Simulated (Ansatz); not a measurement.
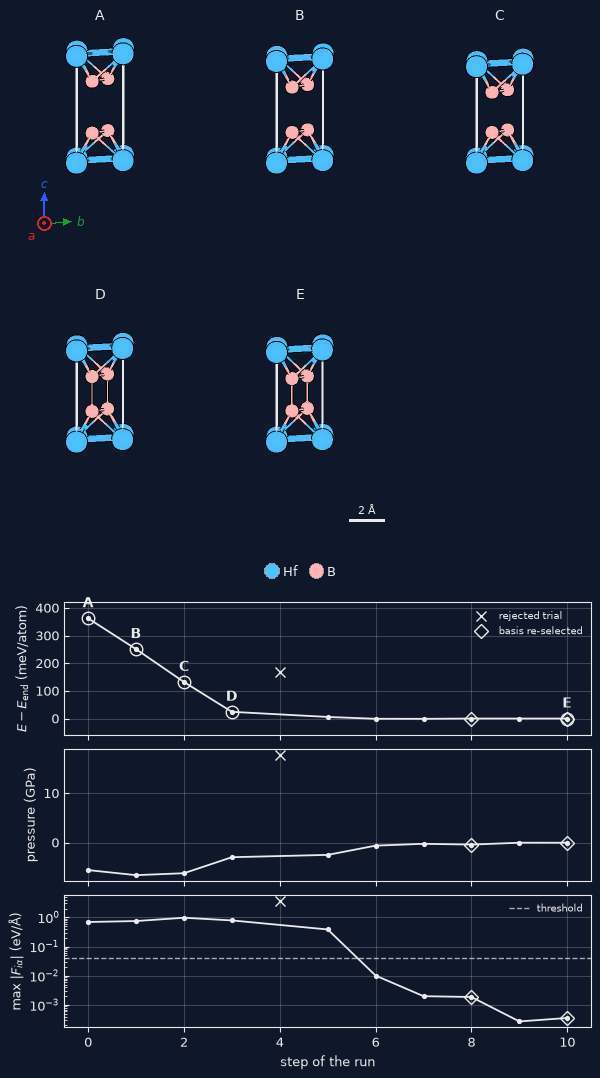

Frames of a relaxation of solid HfB$_{4}$ (a generated structure, set up in P6/mmm) (coarse preliminary run), marked on the history of the run. The picture is a ball-and-stick view of the cell of the calculation, seen from a free direction.

Computed with DFT PBE+D3(BJ), scalar-relativistic, plane waves, PAW (Ansatz). (plane-wave cutoff 420 eV; k-point mesh 6 × 6 × 4; occupations gaussian; smearing width 0.1 eV; no spin polarisation; cell and atoms relaxed; force threshold 0.04 eV/Å; at most 70 steps)

> Describe the path.

The largest moves relative to the cell, 0.33 Å, are those of B atoms. Hf stays in place. The volume changes by −18.5 %, with a = b 3.138 → 3.092 Å (−1.5 %), c 6.299 → 5.286 Å (−16.1 %). Near-neighbour distances that change, for instance: B–B 3.060 → 1.908 Å, Hf–Hf 3.138 → 3.092 Å, B–Hf 2.430 → 2.458 Å, B–B 1.812 → 1.785 Å. Among the angles between lasting bonds that change: Hf–B–Hf 80.4° → 78.0°. The space group stays P6/mmm (No. 191). Over 7 accepted moves (10 points after the start) the energy falls by 362 meV per atom. The largest force component goes from 0.69 to 0.00036 eV/Å. Pressure: −5.57 GPa at the start and −0.03 GPa at the end. The line search rejected the trial step at point 4 of the run. At 2 points the geometry stayed and the basis and grid were re-selected for the new cell (energy shift of 1.0 meV per atom at most each time). The run took 18 s on 1 thread of Intel(R) Xeon(R) Platinum 8375C CPU @ 2.90GHz (Ice Lake) (shared host), peak memory 0.41 GiB. From step 0 to 1: B atoms move most (0.12 Å), volume −6.4 %, energy −112 meV per atom. From step 1 to 2: B atoms move most (0.08 Å), volume −5.3 %, energy −119 meV per atom. From step 2 to 3: B atoms move most (0.09 Å), volume −5.6 %, energy −108 meV per atom. From step 3 to 10: B atoms move most (0.06 Å), volume −2.6 %, energy −24.3 meV per atom.
